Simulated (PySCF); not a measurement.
# [GeH3]− (SMILES [GeH3-]) at FCI/STO-3G

Aim: the vertical ionisation energy of [GeH3]− at FCI/STO-3G, from 2 runs. The job is set up through a Python script.

The results are computed with PySCF 2.14.0.

7 further runs of the same task are left out: 7 set aside as unsound or not needed.

## 1. The structure to begin with

[GeH3]− has 4 atoms, charge -1, and is taken as a singlet. As SMILES, `[GeH3-]`. Geometry: a GFN2-xTB relaxation, a rough one for these elements and not checked as a minimum.

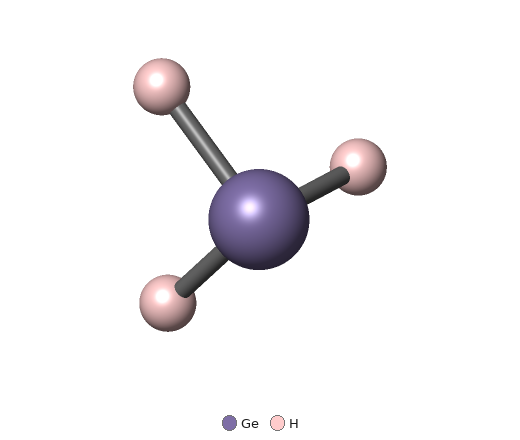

The structure, seen from a chosen angle (germanium purple, hydrogen pink).

## 2. A single-point energy at FCI/STO-3G

Contents of job.py:

```python
from pyscf import gto, scf, mcscf
from pyscf import fci

mol = gto.M(
    atom='''
Ge     0.886130    -0.519599    -1.024364
H      1.766970     0.291566     2.058365
H     -1.777968    -2.060916     0.193224
H     -0.875132     2.288950    -1.227245
''',
    charge=-1,
    verbose=4,
    spin=0,
    unit='bohr',
    max_memory=1860,
    basis='sto-3g',
)

myscf = scf.RHF(mol)
myscf.conv_tol = 1e-10
myscf.kernel()
if not myscf.converged:
    myscf = myscf.newton().run(myscf.mo_coeff, myscf.mo_occ)

cas = mcscf.CASCI(myscf, myscf.mo_coeff.shape[-1] - 9, (mol.nelec[0] - 9, mol.nelec[1] - 9))  # full CI above the frozen core
cas.fcisolver = fci.direct_spin0.FCI(mol)  # even spin states alone
cas.kernel()
print('<S^2> = %.4f' % cas.fcisolver.spin_square(cas.ci, cas.ncas, cas.nelecas)[0])
energy = cas.e_tot
print('E = %.10f Eh' % energy)
```

Started as:

```
OMP_NUM_THREADS=1 python job.py
```

The log of the run:

```text
PySCF version 2.14.0

[INPUT] num. atoms = 4
[INPUT] num. electrons = 36
[INPUT] charge = -1
[INPUT] spin (= nelec alpha-beta = 2S) = 0
[INPUT] symmetry False subgroup None
[INPUT] Mole.unit = bohr
[INPUT] Symbol           X                Y                Z      unit          X                Y                Z       unit  Magmom
[INPUT]  1 Ge     0.468919801913  -0.274959949617  -0.542070084487 AA    0.886130000000  -0.519599000000  -1.024364000000 Bohr   0.0
[INPUT]  2 H      0.935040256379   0.154290082679   1.089239849755 AA    1.766970000000   0.291566000000   2.058365000000 Bohr   0.0
[INPUT]  3 H     -0.940860147345  -1.090589780820   0.102249737403 AA   -1.777968000000  -2.060916000000   0.193224000000 Bohr   0.0
[INPUT]  4 H     -0.463099910947   1.211260176935  -0.649430086216 AA   -0.875132000000   2.288950000000  -1.227245000000 Bohr   0.0

nuclear repulsion = 29.6227153684693
number of shells = 11
number of NR pGTOs = 63
number of NR cGTOs = 21
basis = sto-3g
ecp = {}

******** <class 'pyscf.scf.hf.RHF'> ********
method = RHF
initial guess = minao
damping factor = 0
level_shift factor = 0
DIIS = <class 'pyscf.scf.diis.CDIIS'>
diis_start_cycle = 1
diis_space = 8
diis_damp = 0
SCF conv_tol = 1e-10
SCF conv_tol_grad = None
SCF max_cycles = 50
direct_scf = True
direct_scf_tol = 1e-13
Set gradient conv threshold to 1e-05
Initial guess from minao.
init E= -2050.13219812968
  HOMO = -0.388593131087091  LUMO = 0.0337643696739589  gap/eV = 11.49293
cycle= 1 E= -2053.13869566778  delta_E= -3.01  |g|= 0.455  |ddm|= 2.01
  HOMO = 0.152003833012599  LUMO = 0.719853745810799  gap/eV = 15.45198
cycle= 2 E= -2053.23503096024  delta_E= -0.0963  |g|= 0.0475  |ddm|= 0.876
  HOMO = 0.0739344203433572  LUMO = 0.681210952062869  gap/eV = 16.52484
cycle= 3 E= -2053.23652087548  delta_E= -0.00149  |g|= 0.0124  |ddm|= 0.13
  HOMO = 0.0745020660208666  LUMO = 0.682705181509075  gap/eV = 16.55005
cycle= 4 E= -2053.23665677478  delta_E= -0.000136  |g|= 0.00201  |ddm|= 0.048
  HOMO = 0.074199901246783  LUMO = 0.682380744628349  gap/eV = 16.54944
cycle= 5 E= -2053.23666027432  delta_E= -3.5e-06  |g|= 0.000309  |ddm|= 0.00633
  HOMO = 0.0741867684179545  LUMO = 0.682478087742252  gap/eV = 16.55245
cycle= 6 E= -2053.23666037006  delta_E= -9.57e-08  |g|= 6.71e-05  |ddm|= 0.00103
  HOMO = 0.0742004021079278  LUMO = 0.682458262776421  gap/eV = 16.55154
cycle= 7 E= -2053.23666037458  delta_E= -4.52e-09  |g|= 7.36e-06  |ddm|= 0.000273
  HOMO = 0.074198332526324  LUMO = 0.682459492799586  gap/eV = 16.55163
cycle= 8 E= -2053.23666037463  delta_E= -4.64e-11  |g|= 1.77e-06  |ddm|= 2.46e-05
  HOMO = 0.0741983895437361  LUMO = 0.682459498678712  gap/eV = 16.55163
Extra cycle  E= -2053.23666037464  delta_E= -6.37e-12  |g|= 8.52e-07  |ddm|= 3.75e-06
converged SCF energy = -2053.23666037464

******** <class 'pyscf.mcscf.casci.CASCI'> ********
CAS (9e+9e, 12o), ncore = 9, nvir = 0
natorb = False
canonicalization = True
sorting_mo_energy = False
******** <class 'pyscf.fci.direct_spin0.FCISolver'> ********
max. cycles = 100
conv_tol = 1e-10
davidson only = False
linear dependence = 1e-14
level shift = 0.001
max iter space = 12
nroots = 1
pspace_size = 400
spin = None
Density matrix diagonal elements [1.98586879 1.99922301 1.9992375  1.99844069 1.99846734 1.99994156
 1.95711961 1.95679147 1.96346994 0.05099427 0.05067117 0.03977465]
CASCI converged
CASCI E = -2053.30625945609  E(CI) = -105.850057959816  S^2 = 0.0000000
<S^2> = 0.0000
E = -2053.3062594561 Eh
```

Wall time 1 s (1 thread of Arm Neoverse V2, shared host); peak memory 0.13 GiB.

## 3. Doublet neutral GeH3, same level

Contents of input.py:

```python
from pyscf import gto, mcscf

system = gto.M(
    atom='Ge 0.468920 -0.274960 -0.542070; H 0.935040 0.154290 1.089240; H -0.940860 -1.090590 0.102250; H -0.463100 1.211260 -0.649430',
    basis='sto-3g',
    max_memory=1860,
    spin=1,
    verbose=3,
)

mf = system.ROHF()
mf.conv_tol = 1e-10
mf.kernel()
if not mf.converged:
    mf = mf.newton().run(mf.mo_coeff, mf.mo_occ)

cas = mcscf.CASCI(mf, mf.mo_coeff.shape[-1] - 9, (system.nelec[0] - 9, system.nelec[1] - 9))  # full CI above the frozen core
cas.fix_spin_(ss=0.75)
cas.kernel()
energy = cas.e_tot
print('Final energy', energy)
```

Started as:

```
OMP_NUM_THREADS=1 python input.py
```

The log of the run:

```text
converged SCF energy = -2053.32880682576
CASCI E = -2053.40695029175  E(CI) = -105.936138216433  S^2 = 0.7500000
Final energy -2053.406950291746
```

Wall time 2.3 s (1 thread of Arm Neoverse V2, shared host); peak memory 0.14 GiB.

## 4. Summary of results

At FCI/STO-3G, 9 core orbitals frozen:

| quantity | value |
| --- | --- |
| singlet [GeH3]−: total energy | -2053.30626 Eh |
| singlet [GeH3]−: HOMO energy (Hartree–Fock orbitals) | 2.02 eV |
| singlet [GeH3]−: LUMO energy (Hartree–Fock orbitals) | 18.57 eV |
| singlet [GeH3]−: HOMO–LUMO gap (to an unbound level, set by the basis) | 16.55 eV |
| singlet [GeH3]−: correlation energy (9 core orbitals frozen) | -69.6 mEh |
| doublet neutral GeH3: total energy | -2053.40695 Eh |
| doublet neutral GeH3: dipole moment (Hartree–Fock density) | 1.96 D |
| doublet neutral GeH3: correlation energy (9 core orbitals frozen) | -78.1 mEh |
| vertical detachment energy (to the doublet neutral) | -2.740 eV |

In words: The species is unbound against losing an electron at this level, by 2.74 eV (−63 kcal/mol); missing correlation or diffuse functions can give that sign where the real anion is bound. In a minimal basis such a difference can be off by several eV, whatever the method. The HOMO (singlet [GeH3]−) lies at positive energy, 2.02 eV: the electron is unbound at this level or held by a compact basis; values depend on the basis. Mulliken charges (doublet neutral GeH3) of the mean-field density run from -0.13 on H3 to +0.40 on Ge1.
